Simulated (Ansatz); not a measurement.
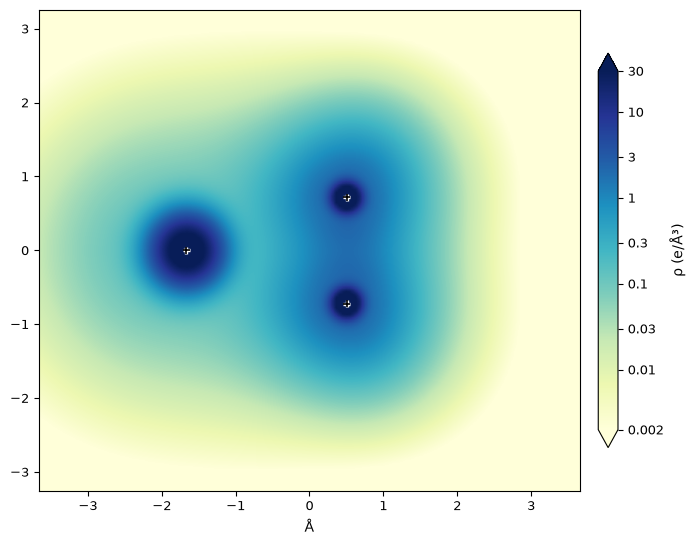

The total electron density on a plane through atoms (crosses mark nuclei in the plane).

All numbers below come from Ansatz 0.2.0, isolated molecule in a Gaussian basis; Kohn-Sham density functional theory, functional PBE0.

Candidates:
A. C₂H₄Mg (SMILES [CH2]1[CH2][Mg]1) (triplet)
B. BF₂GeN (SMILES FB=[N+]=[Ge-][F])
C. BFGaH₂O (SMILES F[B+][O][GaH2]) (charge +1)

### Which candidate gave the map?

Candidate A: C₂H₄Mg on the plane of atoms C2, C1 and Mg3, which holds C and Mg. C–C (1.44 Å): ρ is about 1.9 e/Å³ halfway. C–Mg (2.29 Å): ρ at the midpoint is about 0.31 e/Å³.
